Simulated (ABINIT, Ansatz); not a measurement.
# CsH3Pb (Pm-3m): zone-centre phonons, part 3 of 4

Which modes does CsH3Pb (Pm-3m) have at the zone centre?

ABINIT 10.8.3; DFT LDA, scalar-relativistic, plane waves, PseudoDojo norm-conserving pseudopotentials.

So far. Step 2 (Relaxation): The volume changes by -1.1 % from the cell with which this run began. Step 4 (Zone-centre response): The acoustic modes at Γ come out as far as 0.4 cm⁻¹ from zero, where they should vanish, a small numerical error. The lowest optical mode is imaginary, 836i cm⁻¹, an instability at this level and on this k mesh. The relaxed cell has a = 4.481 Å (conventional setting).

The structure was built from a prototype and need not be the compound's stable phase.

### Step 5. Modes with the sum rule

anaddb reads the merged derivatives and imposes the acoustic sum rule.

Input file anaddb.abi:

```
ddb_filepath "gamma_DDB"
output_file "anaddb.abo"
outdata_prefix "anaddb"
asr 1
chneut 1
enunit 2
eivec 1
nph1l 1
qph1l 0.0 0.0 0.0 1.0
```

Input file mrgddb.in:

```
gamma_DDB
merged
2
dfpt_gammao_DDB
gso_DDB
```

The run is started by

```
$ mrgddb < mrgddb.in > mrgddb.log
$ OMP_NUM_THREADS=1 anaddb anaddb.abi > anaddb.log
```

anaddb.abo, the main output file:

```text
-outvars_anaddb: echo values of input variables ----------------------

 Miscellaneous information :
      enunit         2
       eivec         1
         asr         1
 First list of wavevector (reduced coord.) :
       nph1l         1
       qph1l
                     0.00000000E+00  0.00000000E+00  0.00000000E+00    1.000E+00

================================================================================

 read the DDB information and perform some checks

  ==== Info on the Cryst% object ====
 Real(R)+Recip(G) space primitive vectors, cartesian coordinates (Bohr,Bohr^-1):
 R(1)=  8.4687617  0.0000000  0.0000000  G(1)=  0.1180810  0.0000000  0.0000000
 R(2)=  0.0000000  8.4687617  0.0000000  G(2)=  0.0000000  0.1180810  0.0000000
 R(3)=  0.0000000  0.0000000  8.4687617  G(3)=  0.0000000  0.0000000  0.1180810
 Unit cell volume ucvol=  6.0737896E+02 bohr^3
 Angles (23,13,12)=  9.00000000E+01  9.00000000E+01  9.00000000E+01 degrees
 Time-reversal symmetry is present
 Reduced atomic positions [iatom, xred, symbol]:
    1)    0.0000000  0.0000000  0.0000000  Cs
    2)    0.5000000  0.5000000  0.5000000  Pb
    3)    0.5000000  0.5000000  0.0000000   H
    4)    0.5000000  0.0000000  0.5000000   H
    5)    0.0000000  0.5000000  0.5000000   H

 DDB file with 3 blocks has been read.

================================================================================

 Treat the first list of vectors

  Phonon wavevector (reduced coordinates) :  0.00000  0.00000  0.00000
 Phonon energies in Hartree :
  -3.809060E-03 -3.809060E-03 -3.809060E-03  0.000000E+00  0.000000E+00
   0.000000E+00  3.199446E-04  3.199446E-04  3.199446E-04  2.166733E-03
   2.166733E-03  2.166733E-03  2.268902E-03  2.268902E-03  2.268902E-03
 Phonon energies in meV     :
- -1.036498E+02 -1.036498E+02 -1.036498E+02  0.000000E+00  0.000000E+00
-  0.000000E+00  8.706137E+00  8.706137E+00  8.706137E+00  5.895982E+01
-  5.895982E+01  5.895982E+01  6.173997E+01  6.173997E+01  6.173997E+01
 Phonon frequencies in cm-1    :
- -8.359920E+02 -8.359920E+02 -8.359920E+02  0.000000E+00  0.000000E+00
-  0.000000E+00  7.021973E+01  7.021973E+01  7.021973E+01  4.755430E+02
-  4.755430E+02  4.755430E+02  4.979664E+02  4.979664E+02  4.979664E+02
 Phonon frequencies in Thz     :
- -2.506241E+01 -2.506241E+01 -2.506241E+01  0.000000E+00  0.000000E+00
-  0.000000E+00  2.105135E+00  2.105135E+00  2.105135E+00  1.425642E+01
-  1.425642E+01  1.425642E+01  1.492866E+01  1.492866E+01  1.492866E+01
 Phonon energies in Kelvin  :
- -1.202806E+03 -1.202806E+03 -1.202806E+03  0.000000E+00  0.000000E+00
-  0.000000E+00  1.010305E+02  1.010305E+02  1.010305E+02  6.842002E+02
-  6.842002E+02  6.842002E+02  7.164626E+02  7.164626E+02  7.164626E+02

 Eigendisplacements
 (will be given, for each mode : in cartesian coordinates
   for each atom the real part of the displacement vector,
   then the imaginary part of the displacement vector - absolute values smaller than 1.0d-7 are set to zero)
  Mode number    1   Energy   -3.809060E-03
 Attention : low frequency mode.
   (Could be unstable or acoustic mode)
-  1  4.43521706E-05  0.00000000E+00  0.00000000E+00
-     0.00000000E+00  0.00000000E+00  0.00000000E+00
-  2  6.38236700E-05  0.00000000E+00  0.00000000E+00
-     0.00000000E+00  0.00000000E+00  0.00000000E+00
-  3  2.07593671E-03  1.84887913E-06  0.00000000E+00
-     0.00000000E+00  0.00000000E+00  0.00000000E+00
-  4  2.07593671E-03 -2.05913795E-05  0.00000000E+00
-     0.00000000E+00  0.00000000E+00  0.00000000E+00
-  5 -2.31201705E-02  1.84887913E-06  0.00000000E+00
-     0.00000000E+00  0.00000000E+00  0.00000000E+00
  Mode number    2   Energy   -3.809060E-03
 Attention : low frequency mode.
   (Could be unstable or acoustic mode)
-  1  0.00000000E+00 -4.43521706E-05  0.00000000E+00
-     0.00000000E+00  0.00000000E+00  0.00000000E+00
-  2  0.00000000E+00 -6.38236700E-05  0.00000000E+00
-     0.00000000E+00  0.00000000E+00  0.00000000E+00
-  3  1.84887913E-06 -2.07593671E-03  0.00000000E+00
-     0.00000000E+00  0.00000000E+00  0.00000000E+00
-  4  1.84887913E-06  2.31201705E-02  0.00000000E+00
-     0.00000000E+00  0.00000000E+00  0.00000000E+00
-  5 -2.05913795E-05 -2.07593671E-03  0.00000000E+00
-     0.00000000E+00  0.00000000E+00  0.00000000E+00
  Mode number    3   Energy   -3.809060E-03
 Attention : low frequency mode.
   (Could be unstable or acoustic mode)
-  1  0.00000000E+00  0.00000000E+00  4.43521882E-05
-     0.00000000E+00  0.00000000E+00  0.00000000E+00
-  2  0.00000000E+00  0.00000000E+00  6.38236953E-05
-     0.00000000E+00  0.00000000E+00  0.00000000E+00
-  3  0.00000000E+00  0.00000000E+00 -2.31201797E-02
-     0.00000000E+00  0.00000000E+00  0.00000000E+00
-  4  0.00000000E+00  0.00000000E+00  2.07593754E-03
-     0.00000000E+00  0.00000000E+00  0.00000000E+00
-  5  0.00000000E+00  0.00000000E+00  2.07593754E-03
-     0.00000000E+00  0.00000000E+00  0.00000000E+00
  Mode number    4   Energy    0.000000E+00
 Attention : low frequency mode.
   (Could be unstable or acoustic mode)
-  1  0.00000000E+00  0.00000000E+00  1.26442059E-03
-     0.00000000E+00  0.00000000E+00  0.00000000E+00
-  2  0.00000000E+00  0.00000000E+00  1.26441833E-03
-     0.00000000E+00  0.00000000E+00  0.00000000E+00
-  3  0.00000000E+00  0.00000000E+00  1.26441856E-03
-     0.00000000E+00  0.00000000E+00  0.00000000E+00
-  4  0.00000000E+00  0.00000000E+00  1.26441542E-03
-     0.00000000E+00  0.00000000E+00  0.00000000E+00
-  5  0.00000000E+00  0.00000000E+00  1.26441542E-03
-     0.00000000E+00  0.00000000E+00  0.00000000E+00
  Mode number    5   Energy    0.000000E+00
 Attention : low frequency mode.
   (Could be unstable or acoustic mode)
-  1  0.00000000E+00 -1.26442059E-03  0.00000000E+00
-     0.00000000E+00  0.00000000E+00  0.00000000E+00
-  2  0.00000000E+00 -1.26441833E-03  0.00000000E+00
-     0.00000000E+00  0.00000000E+00  0.00000000E+00
-  3  0.00000000E+00 -1.26441542E-03  0.00000000E+00
-     0.00000000E+00  0.00000000E+00  0.00000000E+00
-  4  0.00000000E+00 -1.26441856E-03  0.00000000E+00
-     0.00000000E+00  0.00000000E+00  0.00000000E+00
-  5  0.00000000E+00 -1.26441542E-03  0.00000000E+00
-     0.00000000E+00  0.00000000E+00  0.00000000E+00
  Mode number    6   Energy    0.000000E+00
 Attention : low frequency mode.
   (Could be unstable or acoustic mode)
-  1  1.26442059E-03  0.00000000E+00  0.00000000E+00
-     0.00000000E+00  0.00000000E+00  0.00000000E+00
-  2  1.26441833E-03  0.00000000E+00  0.00000000E+00
-     0.00000000E+00  0.00000000E+00  0.00000000E+00
-  3  1.26441542E-03  0.00000000E+00  0.00000000E+00
-     0.00000000E+00  0.00000000E+00  0.00000000E+00
-  4  1.26441542E-03  0.00000000E+00  0.00000000E+00
-     0.00000000E+00  0.00000000E+00  0.00000000E+00
-  5  1.26441856E-03  0.00000000E+00  0.00000000E+00
-     0.00000000E+00  0.00000000E+00  0.00000000E+00
  Mode number    7   Energy    3.199446E-04
-  1  0.00000000E+00  0.00000000E+00 -1.58824092E-03
-     0.00000000E+00  0.00000000E+00  0.00000000E+00
-  2  0.00000000E+00  0.00000000E+00  1.01381435E-03
-     0.00000000E+00  0.00000000E+00  0.00000000E+00
-  3  0.00000000E+00  0.00000000E+00  2.42964411E-04
-     0.00000000E+00  0.00000000E+00  0.00000000E+00
-  4  0.00000000E+00  0.00000000E+00  3.86429870E-04
-     0.00000000E+00  0.00000000E+00  0.00000000E+00
-  5  0.00000000E+00  0.00000000E+00  3.86429870E-04
-     0.00000000E+00  0.00000000E+00  0.00000000E+00
  Mode number    8   Energy    3.199446E-04
-  1  0.00000000E+00 -1.58824092E-03  0.00000000E+00
-     0.00000000E+00  0.00000000E+00  0.00000000E+00
-  2  0.00000000E+00  1.01381435E-03  0.00000000E+00
-     0.00000000E+00  0.00000000E+00  0.00000000E+00
-  3  0.00000000E+00  3.86429870E-04  0.00000000E+00
-     0.00000000E+00  0.00000000E+00  0.00000000E+00
-  4  0.00000000E+00  2.42964411E-04  0.00000000E+00
-     0.00000000E+00  0.00000000E+00  0.00000000E+00
-  5  0.00000000E+00  3.86429870E-04  0.00000000E+00
-     0.00000000E+00  0.00000000E+00  0.00000000E+00
  Mode number    9   Energy    3.199446E-04
-  1  1.58824093E-03  0.00000000E+00  0.00000000E+00
-     0.00000000E+00  0.00000000E+00  0.00000000E+00
-  2 -1.01381435E-03  0.00000000E+00  0.00000000E+00
-     0.00000000E+00  0.00000000E+00  0.00000000E+00
-  3 -3.86429871E-04  0.00000000E+00  0.00000000E+00
-     0.00000000E+00  0.00000000E+00  0.00000000E+00
-  4 -3.86429871E-04  0.00000000E+00  0.00000000E+00
-     0.00000000E+00  0.00000000E+00  0.00000000E+00
-  5 -2.42964411E-04  0.00000000E+00  0.00000000E+00
-     0.00000000E+00  0.00000000E+00  0.00000000E+00
  Mode number   10   Energy    2.166733E-03
-  1  0.00000000E+00  0.00000000E+00  0.00000000E+00
-     0.00000000E+00  0.00000000E+00  0.00000000E+00
-  2  0.00000000E+00  0.00000000E+00  0.00000000E+00
-     0.00000000E+00  0.00000000E+00  0.00000000E+00
-  3  0.00000000E+00  0.00000000E+00  0.00000000E+00
-     0.00000000E+00  0.00000000E+00  0.00000000E+00
-  4  0.00000000E+00  0.00000000E+00  1.64963405E-02
-     0.00000000E+00  0.00000000E+00  0.00000000E+00
-  5  0.00000000E+00  0.00000000E+00 -1.64963405E-02
-     0.00000000E+00  0.00000000E+00  0.00000000E+00
  Mode number   11   Energy    2.166733E-03
-  1  0.00000000E+00  0.00000000E+00  0.00000000E+00
-     0.00000000E+00  0.00000000E+00  0.00000000E+00
-  2  0.00000000E+00  0.00000000E+00  0.00000000E+00
-     0.00000000E+00  0.00000000E+00  0.00000000E+00
-  3  1.65756136E-07  1.64963405E-02  0.00000000E+00
-     0.00000000E+00  0.00000000E+00  0.00000000E+00
-  4 -1.65756136E-07  0.00000000E+00  0.00000000E+00
-     0.00000000E+00  0.00000000E+00  0.00000000E+00
-  5  0.00000000E+00 -1.64963405E-02  0.00000000E+00
-     0.00000000E+00  0.00000000E+00  0.00000000E+00
  Mode number   12   Energy    2.166733E-03
-  1  0.00000000E+00  0.00000000E+00  0.00000000E+00
-     0.00000000E+00  0.00000000E+00  0.00000000E+00
-  2  0.00000000E+00  0.00000000E+00  0.00000000E+00
-     0.00000000E+00  0.00000000E+00  0.00000000E+00
-  3  1.64963405E-02 -1.65756136E-07  0.00000000E+00
-     0.00000000E+00  0.00000000E+00  0.00000000E+00
-  4 -1.64963405E-02  0.00000000E+00  0.00000000E+00
-     0.00000000E+00  0.00000000E+00  0.00000000E+00
-  5  0.00000000E+00  1.65756136E-07  0.00000000E+00
-     0.00000000E+00  0.00000000E+00  0.00000000E+00
  Mode number   13   Energy    2.268902E-03
-  1  0.00000000E+00  0.00000000E+00  6.60312124E-05
-     0.00000000E+00  0.00000000E+00  0.00000000E+00
-  2  0.00000000E+00  0.00000000E+00  1.30152699E-04
-     0.00000000E+00  0.00000000E+00  0.00000000E+00
-  3 -1.09145632E-07 -2.62507301E-07 -2.83866189E-03
-     0.00000000E+00  0.00000000E+00  0.00000000E+00
-  4 -1.09145632E-07  0.00000000E+00 -1.63117031E-02
-     0.00000000E+00  0.00000000E+00  0.00000000E+00
-  5  0.00000000E+00 -2.62507301E-07 -1.63117031E-02
-     0.00000000E+00  0.00000000E+00  0.00000000E+00
  Mode number   14   Energy    2.268902E-03
-  1  0.00000000E+00  6.60312118E-05  0.00000000E+00
-     0.00000000E+00  0.00000000E+00  0.00000000E+00
-  2  0.00000000E+00  1.30152698E-04  0.00000000E+00
-     0.00000000E+00  0.00000000E+00  0.00000000E+00
-  3 -2.10093005E-06 -1.63117029E-02  0.00000000E+00
-     0.00000000E+00  0.00000000E+00  0.00000000E+00
-  4 -2.10093005E-06 -2.83866187E-03  2.62521357E-07
-     0.00000000E+00  0.00000000E+00  0.00000000E+00
-  5 -3.65616641E-07 -1.63117029E-02  2.62521357E-07
-     0.00000000E+00  0.00000000E+00  0.00000000E+00
  Mode number   15   Energy    2.268902E-03
-  1  6.60312118E-05  0.00000000E+00  0.00000000E+00
-     0.00000000E+00  0.00000000E+00  0.00000000E+00
-  2  1.30152698E-04  0.00000000E+00  0.00000000E+00
-     0.00000000E+00  0.00000000E+00  0.00000000E+00
-  3 -1.63117029E-02  2.10093181E-06  0.00000000E+00
-     0.00000000E+00  0.00000000E+00  0.00000000E+00
-  4 -1.63117029E-02  3.65616946E-07  1.09111820E-07
-     0.00000000E+00  0.00000000E+00  0.00000000E+00
-  5 -2.83866187E-03  2.10093181E-06  1.09111820E-07
-     0.00000000E+00  0.00000000E+00  0.00000000E+00

 Analysis of degeneracies and characters (maximum tolerance=1.00E-06 a.u.)
 For each vibration mode, or group of modes if degenerate,
 the characters are given for each symmetry operation (see the list in the log file).
 Symmetry characters of vibration mode #   1
       degenerate with vibration modes #   2 to    3
  3.0 -3.0 -1.0  1.0 -1.0  1.0 -1.0  1.0  1.0 -1.0 -1.0  1.0  1.0 -1.0 -1.0  1.0
  0.0 -0.0  0.0 -0.0 -0.0  0.0 -0.0  0.0  1.0 -1.0 -1.0  1.0 -1.0  1.0  1.0 -1.0
  0.0 -0.0 -0.0  0.0 -0.0  0.0  0.0 -0.0  1.0 -1.0  1.0 -1.0 -1.0  1.0 -1.0  1.0
 Symmetry characters of vibration mode #   4
       degenerate with vibration modes #   5 to    6
  3.0 -3.0 -1.0  1.0 -1.0  1.0 -1.0  1.0  1.0 -1.0 -1.0  1.0  1.0 -1.0 -1.0  1.0
 -0.0  0.0 -0.0  0.0  0.0 -0.0  0.0 -0.0  1.0 -1.0 -1.0  1.0 -1.0  1.0  1.0 -1.0
 -0.0  0.0  0.0 -0.0  0.0 -0.0 -0.0  0.0  1.0 -1.0  1.0 -1.0 -1.0  1.0 -1.0  1.0
 Symmetry characters of vibration mode #   7
       degenerate with vibration modes #   8 to    9
  3.0 -3.0 -1.0  1.0 -1.0  1.0 -1.0  1.0  1.0 -1.0 -1.0  1.0  1.0 -1.0 -1.0  1.0
  0.0 -0.0  0.0 -0.0 -0.0  0.0 -0.0  0.0  1.0 -1.0 -1.0  1.0 -1.0  1.0  1.0 -1.0
  0.0 -0.0 -0.0  0.0 -0.0  0.0  0.0 -0.0  1.0 -1.0  1.0 -1.0 -1.0  1.0 -1.0  1.0
 Symmetry characters of vibration mode #  10
       degenerate with vibration modes #  11 to   12
  3.0 -3.0 -1.0  1.0 -1.0  1.0 -1.0  1.0 -1.0  1.0  1.0 -1.0 -1.0  1.0  1.0 -1.0
 -0.0  0.0 -0.0  0.0  0.0 -0.0  0.0 -0.0 -1.0  1.0  1.0 -1.0  1.0 -1.0 -1.0  1.0
 -0.0  0.0  0.0 -0.0  0.0 -0.0 -0.0  0.0 -1.0  1.0 -1.0  1.0  1.0 -1.0  1.0 -1.0
 Symmetry characters of vibration mode #  13
       degenerate with vibration modes #  14 to   15
  3.0 -3.0 -1.0  1.0 -1.0  1.0 -1.0  1.0  1.0 -1.0 -1.0  1.0  1.0 -1.0 -1.0  1.0
  0.0 -0.0  0.0 -0.0 -0.0  0.0 -0.0  0.0  1.0 -1.0 -1.0  1.0 -1.0  1.0  1.0 -1.0
  0.0 -0.0 -0.0  0.0 -0.0  0.0  0.0 -0.0  1.0 -1.0  1.0 -1.0 -1.0  1.0 -1.0  1.0
-
```

Elapsed: 0.82 s, on 1 thread of Intel Xeon Platinum 8259CL at 2.50GHz (Skylake/Cascade Lake), shared host.

This step gave:

```
lowest optical zone-centre mode : -836.0 cm⁻¹
```

No LO-TO term; unit eigenvectors of the mass-weighted matrix, from anaddb's displacements. The modes at Γ (shares of kinetic energy by element, %) (negative means imaginary):

```
mode  frequency (cm⁻¹)  symmetry  Cs %  Pb %  H %
   1            -836.0       T1u     0     0  100
   2            -836.0       T1u     0     0  100
   3            -836.0       T1u     0     0  100
   4               0.0  acoustic    39    60    1
   5               0.0  acoustic    39    60    1
   6               0.0  acoustic    39    60    1
   7              70.2       T1u    61    39    0
   8              70.2       T1u    61    39    0
   9              70.2       T1u    61    39    0
  10             475.5       T2u     0     0  100
  11             475.5       T2u     0     0  100
  12             475.5       T2u     0     0  100
  13             498.0       T1u     0     1   99
  14             498.0       T1u     0     1   99
  15             498.0       T1u     0     1   99
```

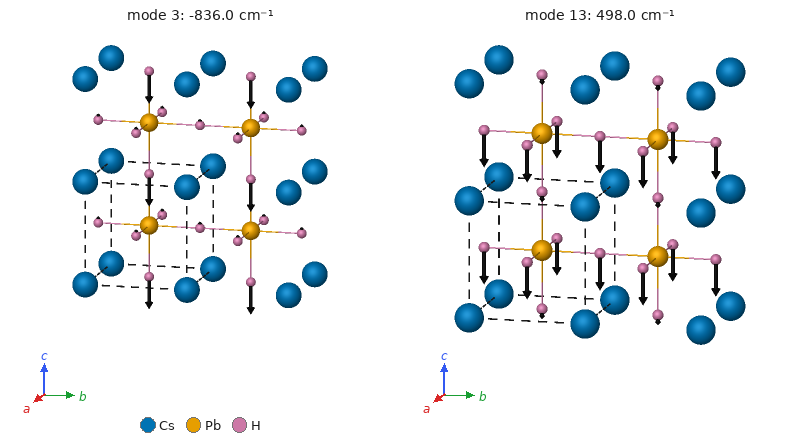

Displacement patterns of modes 3 and 13 at Γ; arrows are exaggerated. 1×2×2 cells are drawn. Some periodic images of atoms are drawn too.

The rule moves no optical mode by more than 0.1 cm⁻¹.

(Part 3 of 4 ends here.)

[Host names and launcher messages were left out of these logs when they were recorded.]

[Logs are printed without paths, hosts, clocks, repeated set-up lines and the standing remarks that a program may print on its own settings, such as how far it seeks lower states.]

[Hosts, paths, dates, database ids (printed as entryN), source tags and the programs' standing remarks are cut or masked in the printed files.]
